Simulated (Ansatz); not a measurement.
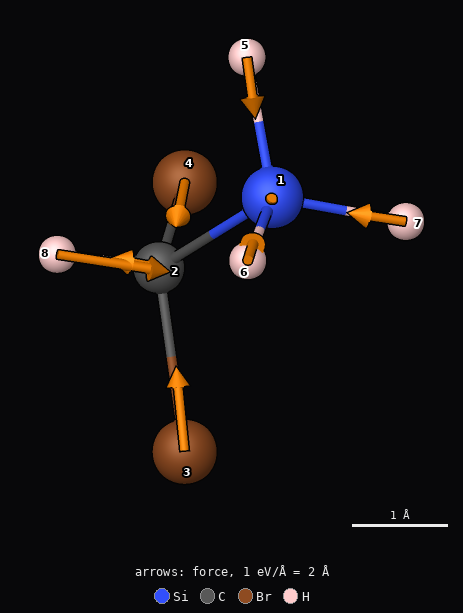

Starting geometry of CH4Br2Si with the computed forces as orange arrows. The picture is a ball-and-stick view, seen from a free direction.

The start comes from PBE-D4/def2-SVP.

Method: RKS PBE0-D4/def2-TZVP in Ansatz 0.2.0.

Input file:
```yaml
crystal:
  periodic: [false, false, false]
  atoms:
    - {symbol: Si, position_ang: [-0.145214, 0.965091, -0.189638]}
    - {symbol: C, position_ang: [-0.005384, -0.898035, 0.220142]}
    - {symbol: Br, position_ang: [1.410367, -1.169329, 1.549511]}
    - {symbol: Br, position_ang: [0.308240, -1.906150, -1.432408]}
    - {symbol: H, position_ang: [-1.274266, 1.154593, -1.163742]}
    - {symbol: H, position_ang: [-0.433892, 1.712842, 1.082024]}
    - {symbol: H, position_ang: [1.153583, 1.413216, -0.786796]}
    - {symbol: H, position_ang: [-0.921235, -1.329428, 0.665207]}
basis:
  gaussian: {orbitals: def2-TZVP}
hamiltonian: {xc: pbe0, dispersion: d4}
relax: {f_tol: 0.005, max_steps: 150}
```

Launched with:
```bash
ansatz run in.yaml --threads 4 --pin off --events-out ev --progress --plain --max-ram 10444MiB
```

Q: Is this structure relaxed? If not, where do the atoms go?

A: It isn't relaxed: the largest force vector, on H8, is 0.63 eV/Å. The final displacements follow the starting forces only in part (cosine between the two patterns 0.80). After 3 geometry steps the energy has fallen by 3.09 kJ/mol. Largest force component: 0.54 eV/Å at the start, 0.0049 eV/Å at the end. Br3 moves most after the best rigid fit: 0.033 Å. By element the largest moves are Br 0.033 Å, H 0.030 Å, C 0.013 Å, Si 0.010 Å. Among the contacts that change: C2–Br3 1.961 → 1.937 Å, Si1–C2 1.913 → 1.891 Å, C2–H8 1.106 → 1.087 Å, Si1–H5 1.503 → 1.484 Å. Cost: 22 s on 4 threads of Arm Neoverse V1, with other jobs on the host.
